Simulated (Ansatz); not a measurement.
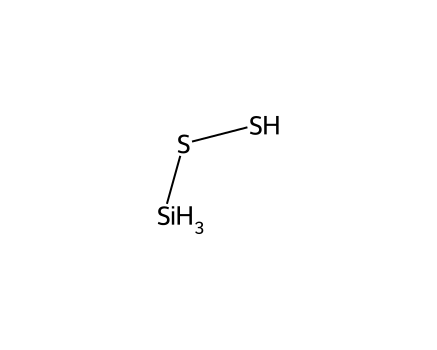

2D structure.

**Transcribe the drawing into SMILES.**

[SiH3]SS

**What is the molecular formula?**

H4S2Si.

**An optimisation with PBE0-D4/def2-TZVP gave a structure of which point group?**

C1.

More results for the same structure follow; atom numbers are the same in all pictures, views and colours differ. Computed geometry: PBE0-D4/def2-TZVP optimisation. No frequency run is at hand to confirm it as a minimum.

**Geometry**

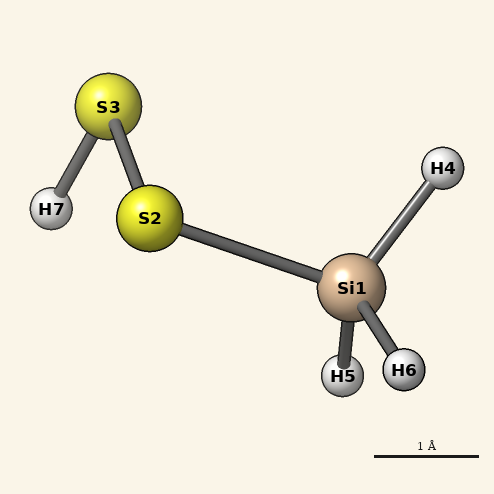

Atoms carry their numbers in the input. No frequency run is at hand to confirm it as a minimum.

Give the bond lengths.

```
  bond  length (Å)   order
Si1–S2       2.143  single
Si1–H4       1.482  single
Si1–H5       1.484  single
Si1–H6       1.487  single
 S2–S3       2.065  single
 S3–H7       1.346  single
```

**Electronic properties**

No frequency run is at hand to confirm it as a minimum. Level of theory: RKS PBE0-D4/def2-TZVPP (Ansatz 0.2.0).

What does the calculation give?

- HOMO energy (Kohn–Sham orbital): −7.31 eV
- LUMO energy (Kohn–Sham orbital): −1.20 eV
- HOMO–LUMO gap: 6.11 eV
- dispersion correction: −14.5 kJ/mol

**Charges**

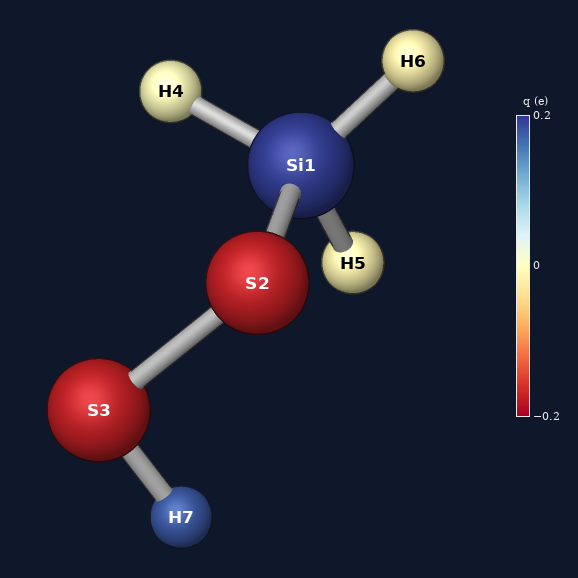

Atoms are coloured by their Mulliken charges. No frequency run is at hand to confirm it as a minimum. Properties computed with RKS PBE0-D4/def2-TZVP (Ansatz 0.2.0).

Give the Mulliken charges atom by atom.

```
atom  value (e)
 Si1       0.19
  S2      −0.17
  S3      −0.17
  H4       0.00
  H5      −0.01
  H6      −0.01
  H7       0.18
```

**Dipole moment**

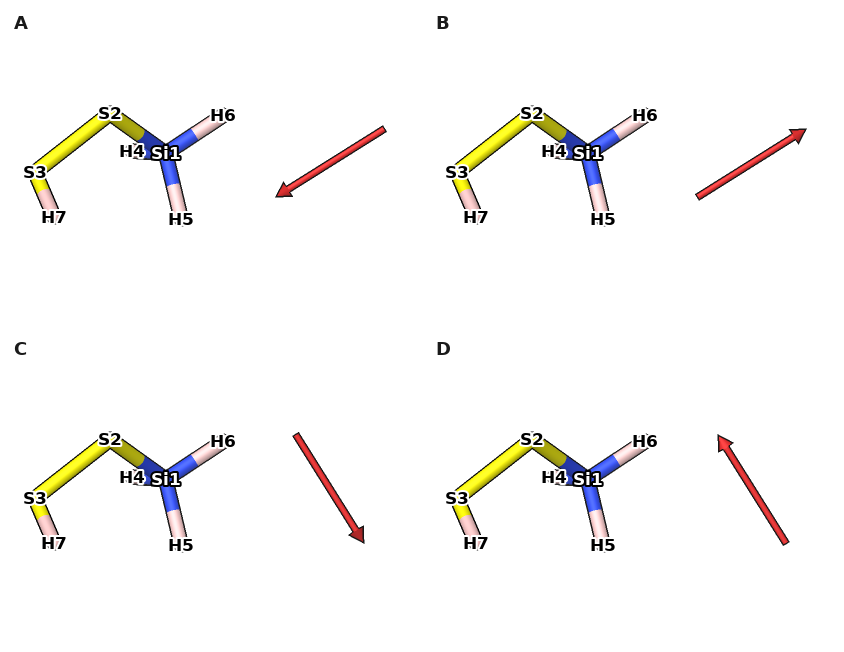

The same molecule four times, each with an arrow. No frequency run is at hand to confirm it as a minimum. Properties computed with RKS PBE0-D4/def2-TZVP (Ansatz 0.2.0).

**Which arrow points along the dipole moment, from the negative to the positive end?**

C. The dipole moment is 1.21 D; it points from the side of S2 to the side of H5 (the outermost atoms at the two ends).

Mulliken values depend strongly on the basis set and can even reverse the polarity of a bond.
